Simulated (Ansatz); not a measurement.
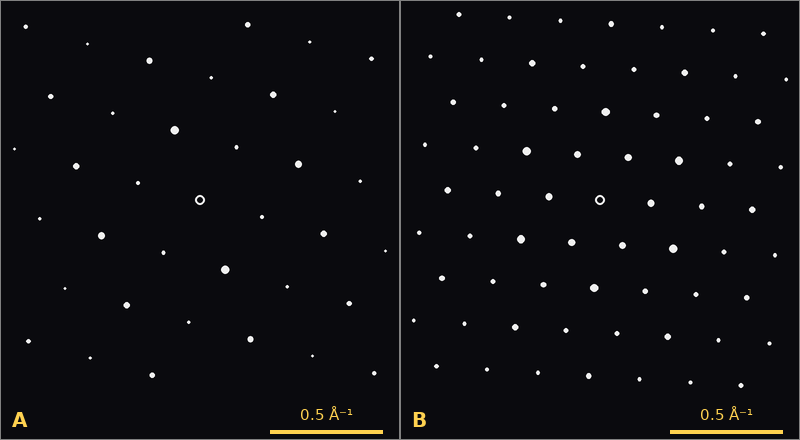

Kinematic electron diffraction patterns (200 kV, B = 0.5 Å², same scale, each along a low-index zone) of two structures of composition SbSe, each relaxed at zero pressure with DFT PBE, scalar-relativistic, plane waves, PAW in Ansatz 0.2.0.

The structures (standard cells):
1. P6_3/mmc (No. 194), a = 5.041 Å, c = 5.998 Å (hexagonal axes), 4 atoms; generated start, possibly hypothetical
2. Fm-3m (No. 225), a = 5.999 Å, 8 atoms; generated start, possibly hypothetical

Q: Which pattern belongs to which structure, and along which zone?

A: A is structure 2 along [110] or an equivalent direction: centred rectangular net of -1 1 -1 at d = 3.46 Å and -1 1 1 at d = 3.46 Å, 70.5° apart. B is structure 1 along [001]: hexagonal net of 1 -1 0 at d = 4.37 Å and 1 0 0 at d = 4.37 Å, 60.0° apart.

Q: Rank the structures by their computed energy.

A: Structure 2 (Fm-3m, 26.99 Å³ an atom) is the lowest of these; structure 1 (P6_3/mmc, 33.00 Å³ an atom) lies about 170 meV an atom higher. These are static energies at 0 K; other structures, not shown, may lie lower still.
